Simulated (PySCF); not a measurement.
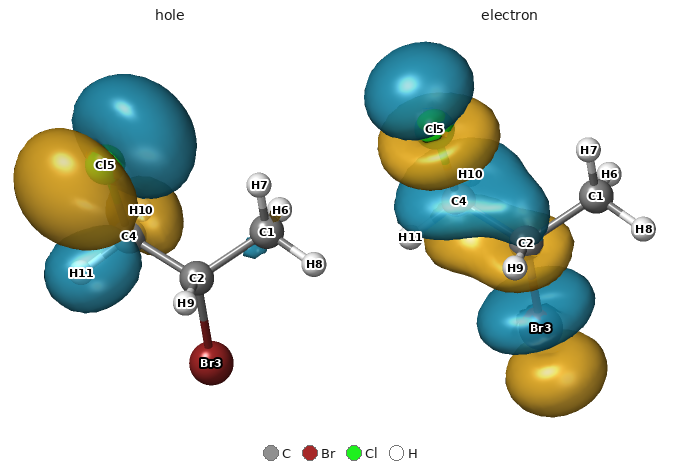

*C$_{3}$H$_{6}$BrCl, SMILES `CC(Br)CCl`. Leading natural transition orbital pair of S₃ (TDA singlet states); the surfaces enclose about 85 % of each orbital's density.*

Computed with PySCF, M06-2X/def2-SVP, geometry: GFN2-xTB. No frequency check shows the geometry to be a minimum. GFN2-xTB bond lengths at metals and heavier atoms can be off by up to 0.1 Å and shapes distorted, which carries into these values. Without diffuse functions Rydberg states are missing, so the states' numbers hold for this basis only.

Where does the state lie, and where do hole and electron sit?

7.56 eV (164 nm), f = 0.001 (very weak); the leading pair carries 99 %; hole on Cl5 (79 %) and C4 (9 %), electron on Cl5 (36 %), C4 (25 %) and Br3 (20 %); their centroids lie 1.4 Å apart. In canonical orbitals it is mainly HOMO−2 → LUMO (56 %). The HOMO–LUMO gap is 9.99 eV.
